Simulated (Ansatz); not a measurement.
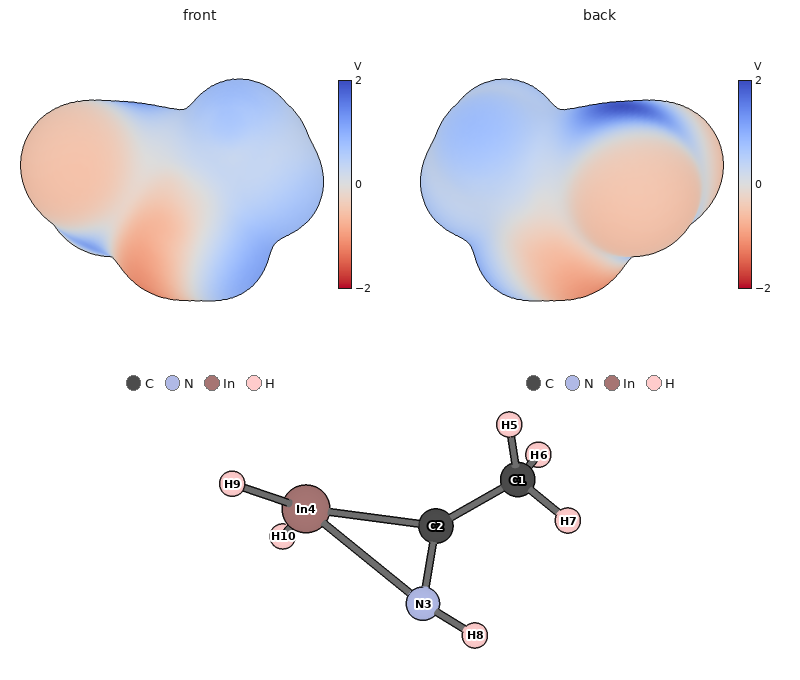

The picture shows: C2H6InN. The electrostatic potential painted on the density surface at 0.001 e/bohr³, seen from the front and from behind; red is negative and blue positive. The bare structure is drawn below in the same view.

Geometry: PBE0-D4/def2-TZVP; core potentials replace the inner electrons of In.

All numbers below come from Ansatz 0.2.0, RKS PBE0-D4/def2-TZVPP.

The calculation's input:

```
crystal:
  periodic: [false, false, false]
  atoms:
    - {symbol: C, position_ang: [1.283319, -0.841904, -0.015540]}
    - {symbol: C, position_ang: [-0.047898, -0.182048, 0.027276]}
    - {symbol: N, position_ang: [-1.165183, -0.765709, 0.206668]}
    - {symbol: In, position_ang: [-0.989098, 1.756716, -0.127677]}
    - {symbol: H, position_ang: [1.934200, -0.425390, 0.758585]}
    - {symbol: H, position_ang: [1.770487, -0.643302, -0.974506]}
    - {symbol: H, position_ang: [1.203351, -1.926476, 0.128415]}
    - {symbol: H, position_ang: [-1.110280, -1.785108, 0.330020]}
    - {symbol: H, position_ang: [-1.295583, 2.596655, 1.340932]}
    - {symbol: H, position_ang: [-1.583324, 2.216557, -1.674164]}
basis:
  gaussian: {orbitals: def2-TZVPP}
hamiltonian: {xc: pbe0, dispersion: d4}
output: {orbitals: {seedname: orbitals}}
```

Launched as:

```sh
ansatz run in.yaml --threads 4 --pin off --events-out ev --progress --plain --max-ram 10444MiB
```

Q: Where is the surface potential most negative and most positive?

A: The most negative region (about −1.1 V, or −25 kcal/mol for a unit charge) lies over N3, the most positive (about +1.8 V, or +42 kcal/mol for a unit charge) over In4. N3 is the likeliest acceptor of a hydrogen bond.
